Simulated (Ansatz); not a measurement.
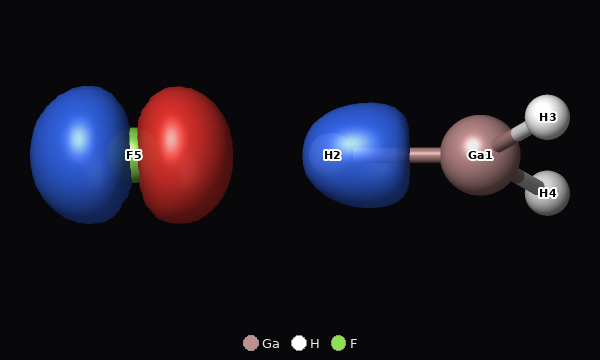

Figure 1: GaH₃···F (doublet). The LUMO (β) at ±0.2 Å⁻³ᐟ² (blue and red are the two phases), seen from one side.

Not at a stationary point (largest force 1.1 eV/Å).

The calculation used UKS PBE-D4/def2-SVP in Ansatz.

The calculation's input:

```
crystal:
  periodic: [false, false, false]
  atoms:
    - { symbol: Ga, position_ang: [0.0, 0.0, 0.0] }
    - { symbol: H, position_ang: [0.0, 0.0, 1.82] }
    - { symbol: H, position_ang: [1.3596, 0.0, -0.785] }
    - { symbol: H, position_ang: [-1.3596, 0.0, -0.785] }
    - { symbol: F, position_ang: [0.0, 0.0, 3.04] }
magnetization:
  spin_polarized: true
  initial_magnetization: 1
basis:
  gaussian: { orbitals: def2-SVP }
hamiltonian:
  xc: pbe
  dispersion: d4
relax:
  f_tol: 0.15
  max_steps: 25
  restrain:
    - { distance: [1, 4], at: 2.12, k: 30.0 }
    - { distance: [0, 1], at: 1.57, k: 30.0 }
output:
  orbitals: {}
```

Launched as:

```sh
ansatz run input.yaml --threads 1 --pin off --max-ram 2048MiB --backend cpu --events-out ev --progress --plain --runs-dir out
```

The fields are those of the run's last geometry, not of the input's.

### Describe this orbital and give its energy.

By Hirshfeld shares it lies mainly on F5 (about 75 %), Ga1 (about 10 %) and H2 (about 10 %); it is symmetric in the molecular plane (an in-plane orbital: σ, lone-pair or in-plane π type). Its energy is −6.37 eV.
